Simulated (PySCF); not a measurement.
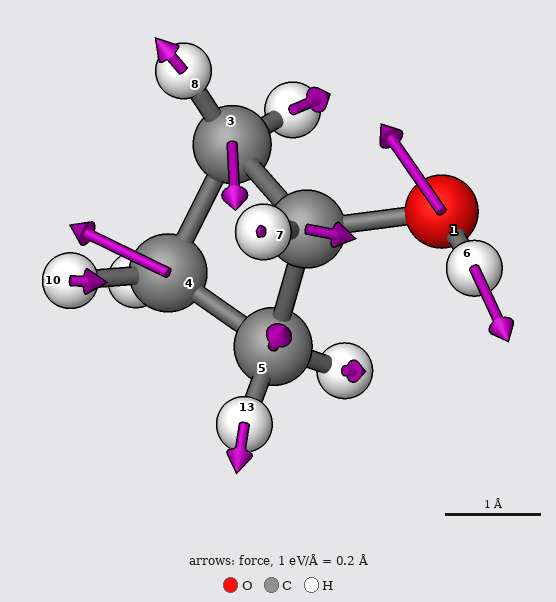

Starting geometry of C4H8O with the computed forces as purple arrows. Style: ball-and-stick. Shown from a free direction.

The start comes from MMFF94s. Its atoms were then displaced at random by about 0.03 Å.

Method: PBE0-D3(BJ)/def2-SVP geometry optimisation, gas phase in PySCF. 

Is this structure relaxed? If not, where do the atoms go?

Answer. It isn't relaxed: the largest force vector, on the O atom, is 6.88 eV/Å. The final displacements follow the starting forces only in part (cosine between the two patterns 0.55). After 9 geometry steps the energy has fallen by 1.244 eV. The atom that moves furthest after the best rigid fit is an H atom (0.16 Å). Largest moves by element: H 0.16 Å, C 0.11 Å, O 0.10 Å. Among the contacts that change: C–C 1.432 → 1.541 Å, H–O 0.882 → 0.962 Å, C–H 1.022 → 1.101 Å, C–H 1.178 → 1.101 Å. Bond angles that change, for instance: C–C–H 111.0° → 118.5°, H–C–H 101.2° → 108.3°, O–C–C 112.6° → 119.8°.
